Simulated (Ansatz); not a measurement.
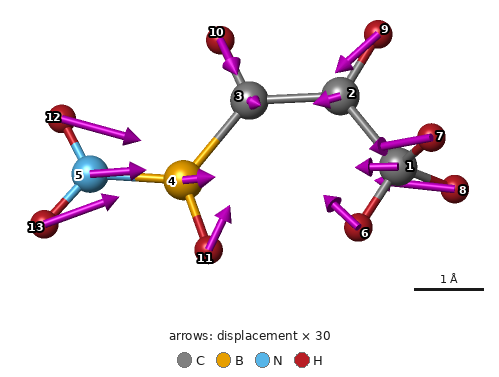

This is a relaxation of C$_{3}$H$_{8}$BN. The starting structure is drawn; purple arrows show the displacements, magnified 30 times. The two geometries are superimposed by the best rigid fit.

Style: ball-and-stick. Shown at a tilt.

The start comes from PBE-D4/def2-SVP.

Level of theory: RKS PBE0-D4/def2-TZVP in Ansatz.

Input file:
```yaml
crystal:
  periodic: [false, false, false]
  atoms:
    - {symbol: C, position_ang: [-1.388301, -0.982964, 1.176009]}
    - {symbol: C, position_ang: [-0.690043, 0.342030, 1.147144]}
    - {symbol: C, position_ang: [0.222239, 0.770998, 0.235603]}
    - {symbol: B, position_ang: [0.758093, -0.018446, -0.995263]}
    - {symbol: N, position_ang: [1.696740, 0.571001, -1.859991]}
    - {symbol: H, position_ang: [-1.083023, -1.641456, 0.342029]}
    - {symbol: H, position_ang: [-2.491060, -0.845509, 1.131399]}
    - {symbol: H, position_ang: [-1.189603, -1.511302, 2.134278]}
    - {symbol: H, position_ang: [-0.970987, 1.026282, 1.972539]}
    - {symbol: H, position_ang: [0.613325, 1.794760, 0.404717]}
    - {symbol: H, position_ang: [0.402889, -1.154844, -1.264708]}
    - {symbol: H, position_ang: [2.061407, 1.516813, -1.730933]}
    - {symbol: H, position_ang: [2.078823, 0.097937, -2.678122]}
basis:
  gaussian: {orbitals: def2-TZVP}
hamiltonian: {xc: pbe0, dispersion: d4}
relax: {f_tol: 0.005, max_steps: 150}
```

Question: Atoms of which element are displaced furthest, and by how much?

Answer: Hydrogen: up to 0.041 Å, against 0.028 Å for nitrogen.

Question: Describe the change and its energy.

Answer: The largest moves after the best rigid fit, 0.041 Å, are those of H8 and H12. Largest moves by element: H 0.041 Å, N 0.028 Å, C 0.022 Å, B 0.017 Å. Near-neighbour distances that change, for instance: B4–H11 1.221 → 1.199 Å, C2–C3 1.359 → 1.339 Å, C1–H6 1.106 → 1.089 Å, C1–H7 1.112 → 1.095 Å. Over 4 geometry steps the energy falls by 1.34 kcal/mol. Largest force component: 0.62 eV/Å at the start, 0.0048 eV/Å at the end. The run took 19 s on 4 threads of Intel Xeon Platinum 8488C, on a shared host.
